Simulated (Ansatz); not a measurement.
# C₂H₆SSi: small, medium and large basis sets

Aim: see how fast density functionals converge with the basis set for C₂H₆SSi.

The runs use Ansatz 0.2.0, Gaussian basis; one geometry, several basis sets.

Levels to be run: PBE0-D4/def2-SVP; ωB97M-V/def2-SVP; PBE0-D4/def2-QZVPP; ωB97M-V/def2-QZVPP; the functionals' def2-TZVPP values are taken from earlier runs.

### Step 1. Structure used throughout

An earlier PBE0-D4 in a triple-zeta def2 set relaxation fixed the geometry.

SMILES `C=C[SiH2]S`, 10 atoms, charge 0, spin multiplicity 1.

Atoms are counted from 1 here; the program's logs count them from 0.

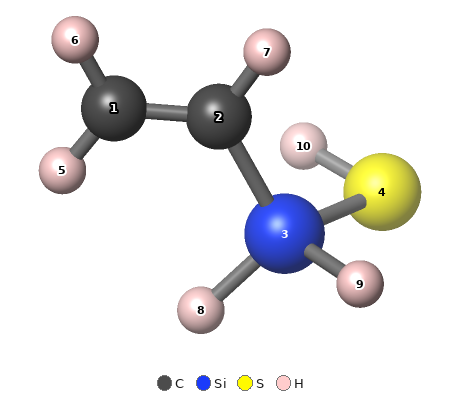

The geometry (carbon dark grey, silicon blue, sulfur yellow, hydrogen pink); atoms are numbered from 1 in the order of the file.

### Step 2. PBE0-D4 in def2-SVP

File in.yaml:

```yaml
crystal:
  periodic: [false, false, false]
  atoms:
    - {symbol: C, position_ang: [-1.427423, 0.940361, -0.349553]}
    - {symbol: C, position_ang: [-0.376880, 0.692252, 0.428664]}
    - {symbol: Si, position_ang: [0.493127, -0.944778, 0.413154]}
    - {symbol: S, position_ang: [2.554395, -0.752510, -0.131290]}
    - {symbol: H, position_ang: [-1.827647, 0.187293, -1.023359]}
    - {symbol: H, position_ang: [-1.935812, 1.900640, -0.349851]}
    - {symbol: H, position_ang: [-0.009617, 1.481918, 1.081576]}
    - {symbol: H, position_ang: [-0.240793, -1.838751, -0.521168]}
    - {symbol: H, position_ang: [0.556816, -1.558989, 1.763662]}
    - {symbol: H, position_ang: [2.296738, -0.158537, -1.308936]}
basis:
  gaussian: {orbitals: def2-SVP}
hamiltonian: {xc: pbe0, dispersion: d4}
output: {orbitals: {seedname: orbitals}}
```

Command:

```sh
ansatz run in.yaml --threads 2 --pin off --events-out ev --progress --plain --max-ram 4352MiB
```

Further steps of the session: ωB97M-V in def2-SVP; PBE0-D4 in def2-QZVPP; ωB97M-V in def2-QZVPP.

Before running them: what should the planned runs give, taken together? Wanted: PBE0-D4: double and triple zeta above quadruple; ωB97M-V: double and triple zeta above quadruple.

As calculated:

```
                                       quantity          value
PBE0-D4: double and triple zeta above quadruple  9.68, 0.72 eV
ωB97M-V: double and triple zeta above quadruple  9.79, 0.68 eV
```

What this shows: PBE0-D4 gains 8.96 eV from double to triple zeta, then 0.72 eV more. Total energies overstate the basis error of differences, where much of it tends to cancel.
